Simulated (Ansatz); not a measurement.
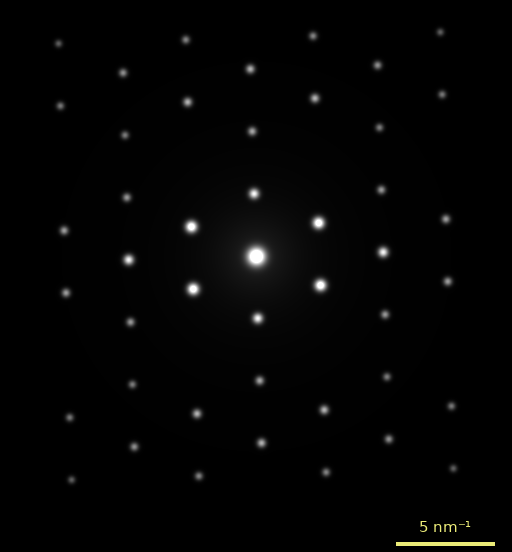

The pattern is a kinematic simulation for 200 kV electrons (no multiple scattering; isotropic B = 1 Å²).

Phase: Gd, space group P6_3/mmc (No. 194), a = 3.620 Å, c = 5.800 Å (hexagonal axes). Structure: the input geometry of an electronic-structure calculation (not necessarily at equilibrium).

```csv
atom,site,symmetry,x,y,z
Gd,2c,-6m2,0.3333,0.6667,0.2500
```

### Measure the pattern against the scale bar and name the zone.

The spots form a centred rectangular net whose two shortest vectors correspond to d = 3.14 Å and 2.76 Å, 63.9° apart. They index as 0 1 0 and 1 0 -1, so the zone axis is ±[101] (or an equivalent direction of <101>).

### Which reflections of this zone are missing, and why?

A glide plane extinguishes reflections such as 1 -2 -1, 1 1 -1; reflections such as 3 -3 -3, 3 0 -3 are allowed by the space group but vanish because the atoms sit on special positions. In a thicker crystal double diffraction can put intensity into those places emptied by glide planes or screw axes that lie on the net of the visible spots, but never into those emptied by centring.
